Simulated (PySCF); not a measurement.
Vertical excitations of a molecule C10H9NS from TDA-PBE/def2-SVP (PySCF), as energy in eV (oscillator strength): 3.81 (0.000), 3.90 (0.073), 4.10 (0.147), 4.44 (0.202), 4.47 (0.002), 4.54 (0.267). Lowest triplet (TDA): 2.86 eV. Coordinates come from a PBE0-D3(BJ)/def2-SVP optimisation. The values are those of a single conformer.

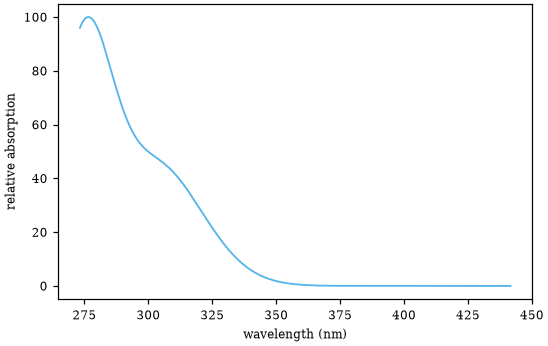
Figure. The lines broadened by 0.4 eV.

**Question.** Pick the molecule that these values belong to.
A. C=Cc1cc(N)cc2sccc12
B. Cc1csc(-c2ccccc2)n1
C. Nc1csc(-c2ccccc2)c1
D. Cc1csc(-c2ccccn2)c1

**Answer.** D, Cc1csc(-c2ccccn2)c1
